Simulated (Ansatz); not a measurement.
# TiTe2 (P-3m1): the Drude term of Re ε in the infrared

Re ε of TiTe2 (P-3m1) along x at low photon energies is read from one computed spectrum; the carriers' damping was typed as γ = 0.05 eV. x, y and z are the Cartesian axes of the input cell.

Cell: a, b, c = 3.777, 3.777, 6.498 Å (primitive vectors), 3 atoms.

Method: Ansatz 0.2.0, PBEsol, independent particles, k-mesh 9×9×5 with interpolation inside its cells, Gaussian parameter 0.1 eV.

Launch of the response step: `ansatz run input.yaml --threads 4 --pin off --max-ram 8192MiB --backend cpu --events-out ev --progress --plain --runs-dir out`. The run took 4.3 min, on 4 threads of Intel(R) Xeon(R) Processor @ 2.70GHz, with other jobs on the host.

```tsv
photon energy E (eV)	wavelength (µm)	Re ε
0.25	4.96	-152.3
0.30	4.13	-98.5
0.35	3.54	-61.3
0.40	3.10	-33.6
0.50	2.48	1.2
0.60	2.07	8.9
0.70	1.77	?
```

A Drude term over a constant background gives Re ε = ε_b − ωp²/(E² + γ²), linear in 1/(E² + γ²).

Working, on the rows shown:

| x = 1/(E² + γ²) (eV⁻²) | y = Re ε |
| --- | --- |
| 15.3846 | -152.3 |
| 10.8108 | -98.5 |
| 8 | -61.3 |
| 6.15385 | -33.6 |
| 3.9604 | 1.2 |
| 2.75862 | 8.9 |

Means: x̄ = 7.8447, ȳ = -55.933. Σ(x − x̄)(y − ȳ) = -1443, Σ(x − x̄)² = 109.5. Slope = -1443 / 109.5 = -13.18; intercept = ȳ − slope · x̄ = 47.466. The line misses the rows shown by at most 5.9.

Q: What does the fit predict for the withheld row, and how well does it do?

A: At x = 2.0305 the line gives y = 20.703. The run gave 2.7, so the extrapolation is off by 18, 11 % of the range in the table. Beyond its data the fit drifts from the curve.

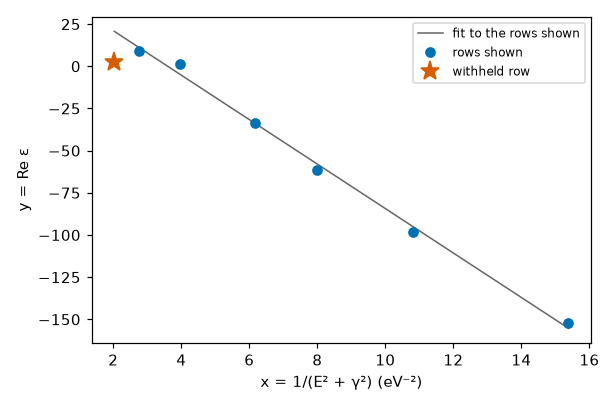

Refitted with all rows, the slope is -12.53 and the intercept 40.349. These give ωp = √(−slope) = 3.54 eV, against 3.49 eV from the program's Fermi-surface sum, and an intercept of 40.3. Taking the program's Drude term off the rows leaves 35 at the lowest energy and 27 at the highest, so the background isn't constant: interband transitions lie in or near the window, and neither fitted number can be trusted. The values come from a sum over the points of one k-mesh and carry its error, which is largest for Fermi-surface quantities. Spin-orbit coupling is left out.

[Logs are printed without paths, hosts, clocks, repeated set-up lines and the standing remarks that a program may print on its own settings, such as how far it seeks lower states.]
